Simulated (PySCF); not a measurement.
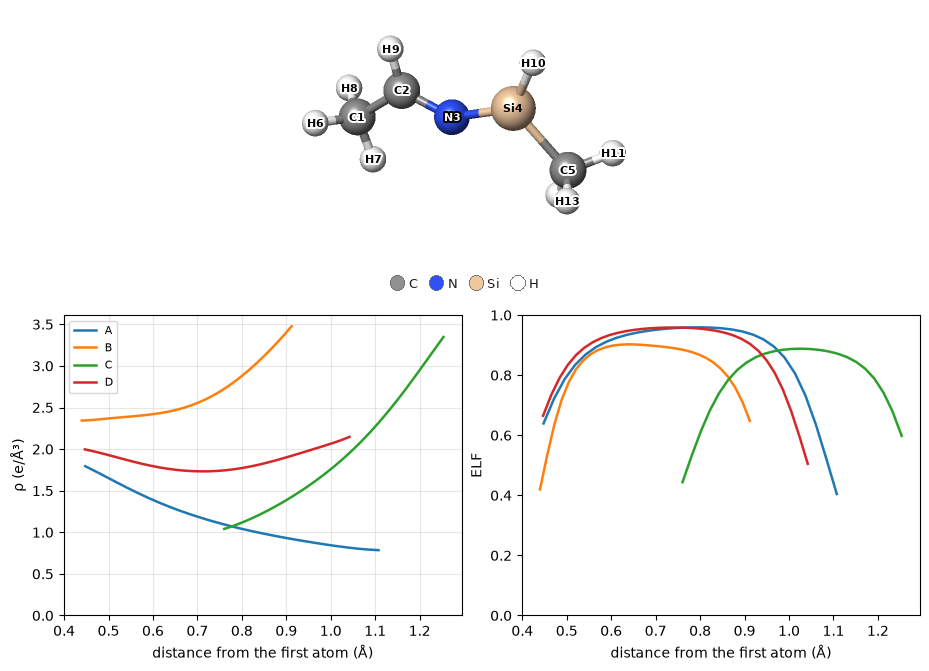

Figure 1: C$_{3}$H$_{8}$NSi (SMILES C/C=N/[SiH]C) (doublet). Electron density and ELF along straight lines between neighbouring atoms. The curves leave out the atomic cores. The structure is drawn too.

Geometry: GFN2-xTB.

Computed with UKS B3LYP, pcH-1 on C H N Si, non-relativistic, mean-field spin-orbit, GIAO in PySCF.

```xyz
13

C     2.4851    0.7710    0.0452
C     1.5033   -0.2758    0.4409
N     0.2385   -0.1167    0.1732
Si   -1.1919   -0.9038    0.3651
C    -2.6724    0.0420   -0.3182
H     3.0493    1.1165    0.9135
H     1.9663    1.6137   -0.4025
H     3.2051    0.3738   -0.6738
H     1.8944   -1.1545    0.9481
H    -1.5379   -2.1762    0.9917
H    -3.3662   -0.6307   -0.8152
H    -2.3570    0.7922   -1.0354
H    -3.2209    0.5490    0.4711
```

Which curve belongs to which contact (C–C, C–N, C–Si and Si–N)? The first atom named is at distance zero.

Curve A: C–Si (1.89 Å): ρ is about 0.89 e/Å³ halfway; the ELF peaks at about 0.95 between the atoms; a shared electron pair. Curve B: C–N (1.30 Å): ρ at the midpoint is about 2.5 e/Å³; the ELF peaks at about 0.90 between the atoms: localised, covalent bonding. Curve C: Si–N (1.64 Å): ρ at the midpoint is about 1.2 e/Å³; the ELF peaks at about 0.90 between the atoms (a short, strongly polar bond). Curve D: C–C (1.49 Å): ρ at the midpoint is about 1.7 e/Å³; the ELF peaks at about 0.95 between the atoms, as expected for a shared electron pair.
